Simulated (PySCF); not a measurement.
# [SiH3]+ (SMILES [SiH3+]) at PBE0/6-311+G(d,p)

Aim: the vertical ionisation energy of [SiH3]+ at PBE0/6-311+G**, from 2 runs. 

The results are computed with PySCF 2.14.0.

### 1 The molecule

[SiH3]+: 4 atoms, total charge +1, spin state singlet. SMILES: `[SiH3+]`. The coordinates come from a PBE0-D4/def2-TZVP relaxation.

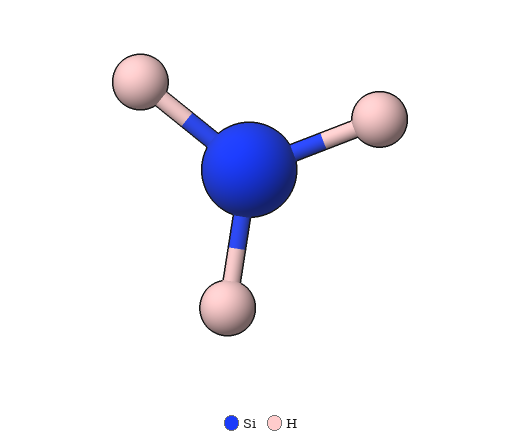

The structure, seen from a chosen angle (silicon blue, hydrogen pink).

### 2 A single-point energy at PBE0/6-311+G(d,p)

Input file run.py:

```python
from pyscf import gto, dft

mol = gto.M(
    atom='''
Si       0.000000       0.000000       0.000000
H        0.686900       0.675400       1.113000
H       -0.118400      -1.467200      -0.009900
H       -0.568500       0.791700      -1.103100
''',
    verbose=3,
    max_memory=1860,
    charge=1,
    spin=0,
    basis='6-311+g**',
)

ks = dft.RKS(mol)
ks.xc = 'pbe0'
ks.grids.level = 4
ks.conv_tol = 1e-10
ks.kernel()
if not ks.converged:
    ks = ks.newton().run(ks.mo_coeff, ks.mo_occ)

e_tot = ks.e_tot
print(f'total energy: {e_tot:.8f} hartree')
```

On the command line:

```console
$ OMP_NUM_THREADS=1 python run.py
```

The log of the run:

```text
converged SCF energy = -290.805288323438
total energy: -290.80528832 hartree
```

It took 3.9 s on 1 thread of Intel Xeon Platinum 8175M at 2.50GHz (Skylake/Cascade Lake), shared host; peak memory 0.24 GiB.

### 3 Doublet [SiH3]2+ at the same level

Input file input.py:

```python
from pyscf import gto, dft

system = gto.M(
    atom='''
Si     0.000000     0.000000     0.000000
H      1.298053     1.276321     2.103265
H     -0.223744    -2.772606    -0.018708
H     -1.074309     1.496096    -2.084557
''',
    charge=2,
    verbose=3,
    max_memory=1860,
    spin=1,
    unit='bohr',
    basis='6-311+g**',
)

calc0 = dft.UKS(system, xc='pbe0')
calc0.conv_tol = 1e-10
calc0.grids.level = 4
calc0.kernel()
if not calc0.converged:
    calc0 = calc0.newton().run(calc0.mo_coeff, calc0.mo_occ)

etot = calc0.e_tot
print('E = %.10f Eh' % etot)
```

On the command line:

```console
$ OMP_NUM_THREADS=1 python input.py
```

The log of the run:

```text
converged SCF energy = -290.045042418105  <S^2> = 0.75953294  2S+1 = 2.0095103
E = -290.0450424181 Eh
```

It took 7.8 s on 1 thread of Intel Xeon Platinum 8175M at 2.50GHz (Skylake/Cascade Lake), shared host; peak memory 0.26 GiB.

### 4 What came out

Level: PBE0/6-311+G**.

| quantity | value |
| --- | --- |
| singlet [SiH3]+: total energy | -290.80529 Eh |
| singlet [SiH3]+: HOMO energy | -17.70 eV |
| singlet [SiH3]+: LUMO energy | -10.24 eV |
| singlet [SiH3]+: HOMO–LUMO gap | 7.45 eV |
| doublet [SiH3]2+: total energy | -290.04504 Eh |
| doublet [SiH3]2+: HOMO energy (highest over α and β) | -25.47 eV |
| doublet [SiH3]2+: LUMO energy (lowest over α and β) | -23.54 eV |
| doublet [SiH3]2+: ⟨S²⟩ | 0.760 |
| vertical ionisation energy (to the doublet dication) | 20.687 eV |

What this shows: The vertical ionisation energy comes to 20.69 eV (477 kcal/mol). The negative HOMO energy of the first species, 17.70 eV, lies 2.99 eV below that difference. Mulliken charges (doublet [SiH3]2+) run from +0.23 on H2 to +1.20 on Si1; in a basis this large or diffuse they mean little.
